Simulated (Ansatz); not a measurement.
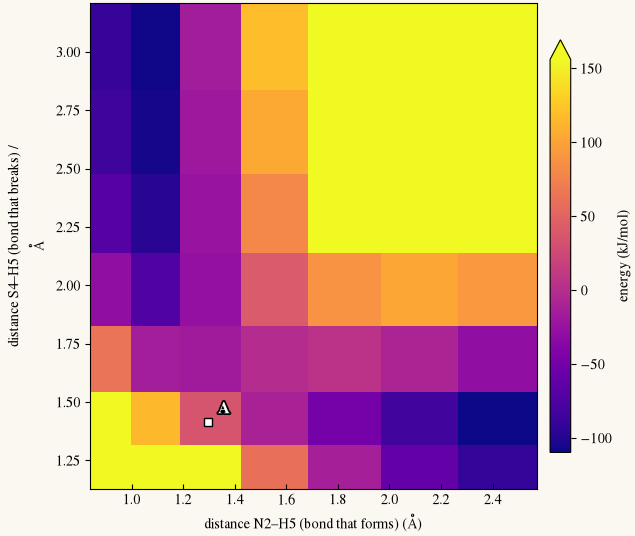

The reacting system CH6GaNS. The first coordinate is: distance N2–H5 (bond that forms); the second: distance S4–H5 (bond that breaks). Relaxed at each point: all other coordinates. Grid: 7 × 7 points. Points are written as (first, second). All energies are given in kJ/mol relative to a guessed transition structure relaxed with its forming and breaking bonds held. Energies and slopes of some neighbouring points disagree (a jump in structure or state, or too coarse a mesh). The reference is spin-restricted, so regions where a bond is pulled apart into radicals lie too high. Computed with RKS BHLYP-D4/def2-SVP in Ansatz.

In the figure: one coloured cell a grid point, one colour for all values above the top of the scale, the point A.

Is A at rest? If not, where is it pushed?

Answer. A, at (1.298 Å, 1.416 Å), is not a stationary point. The computed force is 240 kJ/mol for each Å towards larger values of the first coordinate and 390 kJ/mol for each Å towards larger values of the second coordinate.
